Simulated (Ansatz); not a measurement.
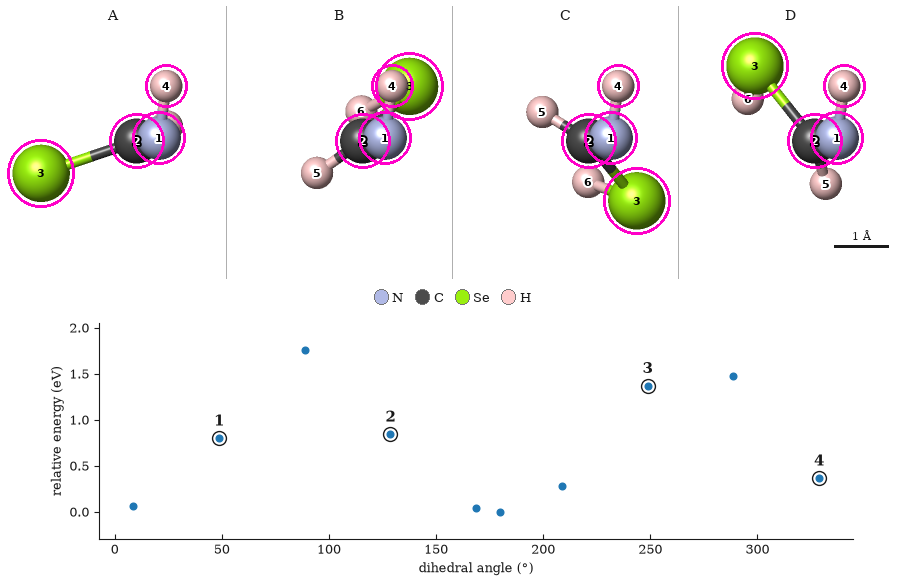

A scan of CH3NSe: the H4–N1–C2–Se3 dihedral angle is varied, with the rest of the molecule carried along rigidly. The frames are shuffled; the numbered points of the plot belong to them. A ball-and-stick model, seen almost along the central bond, with a slight tilt. The ringed atoms are those of the scanned coordinate.

Single-point energies from Ansatz with CCSD(T) in the def2-TZVPP basis, on geometries moved rigidly from the minimum at PBE0-D4/def2-TZVP. Coupled cluster with a frozen core. Energies are counted from the PBE0-D4/def2-TZVP minimum geometry at the same level.

**Which frame belongs to which numbered point?**

Point 1 is frame B (the dihedral 48.7°, 0.802 eV); 2 is frame C (the dihedral 128.7°, 0.846 eV); 3 is frame A (the dihedral 248.7°, 1.373 eV); 4 is frame D (the dihedral 328.7°, 0.368 eV). The lowest computed point lies at the dihedral 180.0° (0.000 eV). Local maxima lie at 88.7° (1.756 eV), 288.7° (1.472 eV). The highest point, at 88.7°, lies 1.756 eV above the lowest and gives an upper estimate of the barrier to rotation, since the rotor is rigid. At 48.7° to 328.7° the mean-field solution behind CCSD(T) isn't stable (a lower one of broken symmetry exists), so those energies are less reliable.
